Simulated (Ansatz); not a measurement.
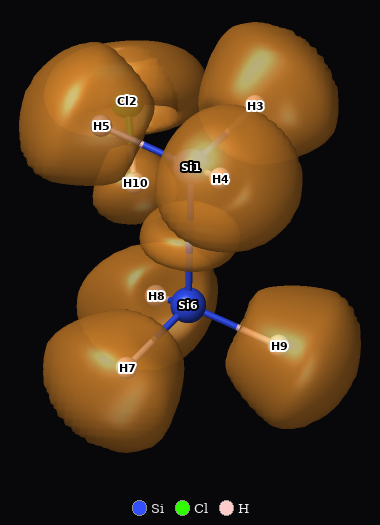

*H6Si2···HCl. Isosurface of the ELF at 0.85 (orange), seen at an oblique angle. Core shells and regions of very low density are left out.*

Theory: RKS PBE0-D4/6-31G* in Ansatz 0.2.0.

```yaml
atoms:
  - { symbol: Si, position_ang: [-0.4753, 0.1278, -0.4998] }
  - { symbol: Cl, position_ang: [0.4959, -0.8381, 3.2939] }
  - { symbol: H, position_ang: [0.5077, 1.0315, 0.1574] }
  - { symbol: H, position_ang: [-0.6466, 0.5463, -1.9197] }
  - { symbol: H, position_ang: [0.0407, -1.2683, -0.4661] }
  - { symbol: Si, position_ang: [-2.5395, 0.2467, 0.5937] }
  - { symbol: H, position_ang: [-3.5541, -0.6219, -0.0660] }
  - { symbol: H, position_ang: [-2.4138, -0.2238, 2.0107] }
  - { symbol: H, position_ang: [-3.0509, 1.6449, 0.6390] }
  - { symbol: H, position_ang: [-0.7305, -0.6452, 2.9512] }
```

Describe the localisation domains.

At this value the surface marks out one region between bonded Si–Si atoms (shared pairs), seven regions around hydrogen nuclei and one ring or bowl of non-bonding electrons around Cl.

Values along the shortest contacts:
H8···H10 (1.97 Å): the ELF dips to about 0.05 between them. Si–Si (2.34 Å): the ELF peaks at about 1 between the atoms: localised, covalent bonding.
